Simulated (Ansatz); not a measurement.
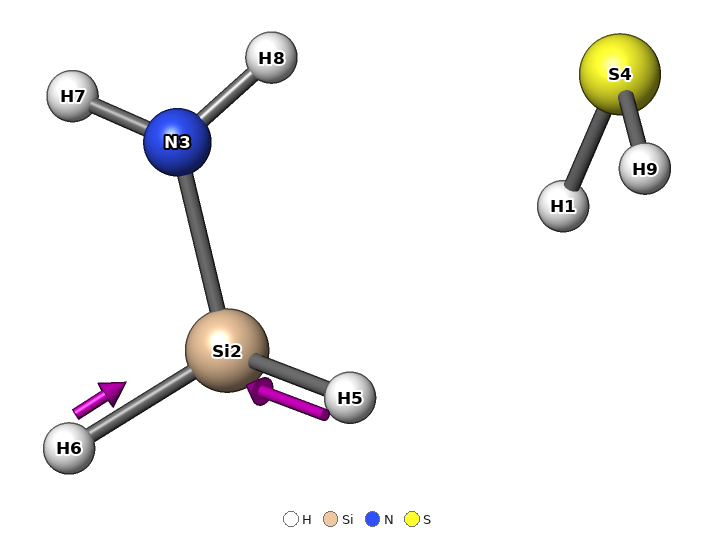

The arrows show one normal mode. State: neutral, doublet. Harmonic vibrations computed with UKS PBE0-D4/def2-TZVP (Ansatz 0.2.0) at a stationary point of the same level.

Question: Describe the motion.

Answer: Mostly in-phase stretching of 2 Si–H bonds.

Question: At what wavenumber does it lie?

Answer: 2152 cm⁻¹; it is mode 16 of 21 counted from the lowest.
